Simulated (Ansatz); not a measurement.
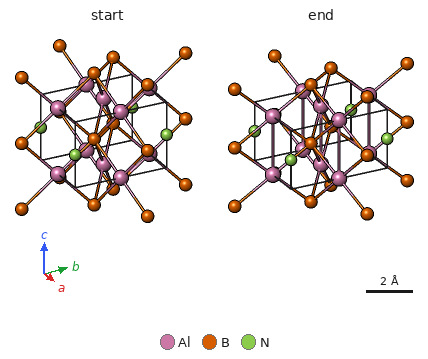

The structure of a crystal of Al3B2N (a generated structure, set up in P6/mmm) before (left) and after (right) a relaxation, at one scale.

The picture is a ball-and-stick view of the cell of the calculation, seen slightly off an axis.

All numbers below come from DFT PBE, scalar-relativistic, plane waves, PAW (Ansatz). Settings: plane-wave cutoff 420 eV; k-point mesh 12 × 12 × 12; occupations gaussian; smearing width 0.1 eV; collinear spin; cell and atoms relaxed; force threshold 0.01 eV/Å; at most 80 steps.

### Describe what moved and what it gained.

The run was cut off at its time limit before the relaxation converged, so the last structure is only a point on the way. The energy falls by 67.4 meV per atom in 7 accepted moves (8 points after the start). All forces vanish by symmetry, so only the cell relaxes. Pressure: −0.59 GPa at the start and −0.01 GPa at the end. The SCF was repeated once at an unchanged geometry on a basis and grid sized afresh for the cell, which shifted the energy by 1.6 meV per atom at most. The atoms keep their places relative to the cell (all moves are under 0.005 Å). Cell: a = b 5.663 → 5.962 Å (+5.3 %), c 2.935 → 2.609 Å (−11.1 %). Volume −1.5 %. Among the contacts that change: Al–Al 2.935 → 2.609 Å, Al–B 2.197 → 2.160 Å. Among the angles between lasting bonds that change: B–Al–B 83.8° → 74.3°, Al–B–Al 83.8° → 74.3°, B–Al–B 96.2° → 105.7°. The space group stays P6/mmm (No. 191).
